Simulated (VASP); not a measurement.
Band structure of CuZn (CsCl type). All values below come from PBEsol GGA, VASP's PBE PAW potentials (set 64) (plane waves; VASP 6.6.1).

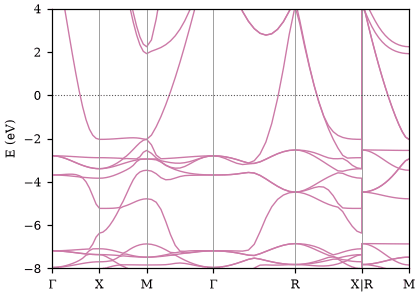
Bands along high-symmetry lines, zero at the valence-band maximum or, without a gap, the Fermi level

Q: Read the plot: is there a gap, and where are the band edges?

A: It has no gap at this level: it comes out as a metal or semimetal. (Edges off the drawn lines would not show.)

The compound is CuZn in the CsCl type structure. It was relaxed first. The electron count is odd and the run is not spin-polarised, which forces a metal.
